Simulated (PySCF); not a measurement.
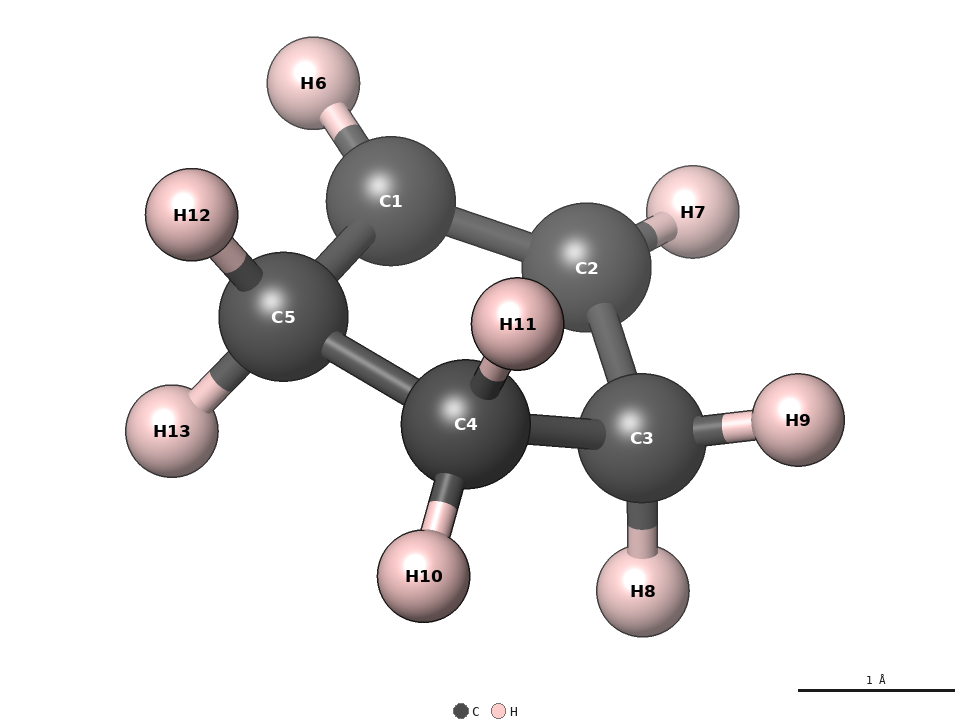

Orthographic view. Depth is shown by fading: the farther an atom, the more it takes the colour of the background. Computed geometry: PBE0-D3(BJ)/def2-SVP optimisation. No frequency run is at hand to confirm it as a minimum.

Give the geometry as a Z-matrix, atoms in numerical order, with these reference atoms: 2 to 1; 3 to 2, 1; 4 to 3, 2, 1; 5 to 1, 2, 3; 6 to 1, 2, 3; 7 to 2, 1, 6; 8 to 3, 2, 7; 9 to 3, 8, 2; 10 to 4, 3, 9; 11 to 4, 10, 5; 12 to 5, 1, 6; 13 to 5, 12, 1.

```
C  
C    1   1.337
C    2   1.505   1   111.6
C    3   1.539   2   102.8   1   -14.6
C    1   1.505   2   111.7   3     0.0
H    1   1.093   2   125.0   3  -177.1
H    2   1.093   1   125.0   6     0.0
H    3   1.107   2   110.0   7   -72.5
H    3   1.102   8   106.1   2  -123.0
H    4   1.100   3   113.3   9   -90.3
H    4   1.102  10   107.1   5   120.0
H    5   1.102   1   113.4   6   -46.0
H    5   1.107  12   106.0   1  -120.8
```
